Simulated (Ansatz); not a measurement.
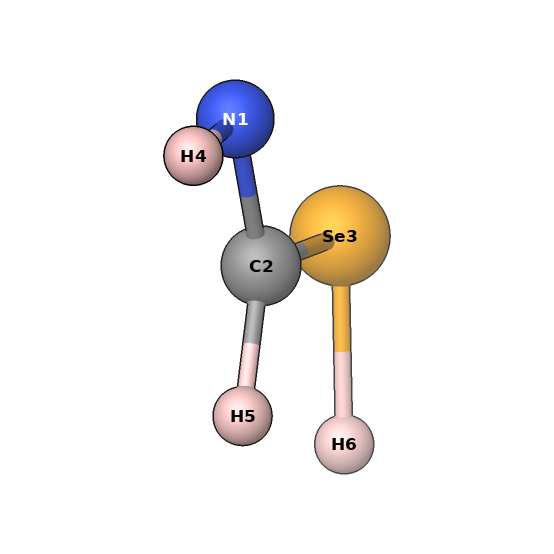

Source: calculation with Ansatz.

Se3 lies behind C2. The molecule seen a little off the C2–Se3 bond, C2 in front. Atoms fade into the background with distance from the viewer. State: charge +1, doublet. Geometry: the geometry of the neutral molecule.

**What is the torsion angle N1–C2–Se3–H6? The sign is positive where the front bond must turn clockwise to cover the back bond.**

180°, antiperiplanar (anti).
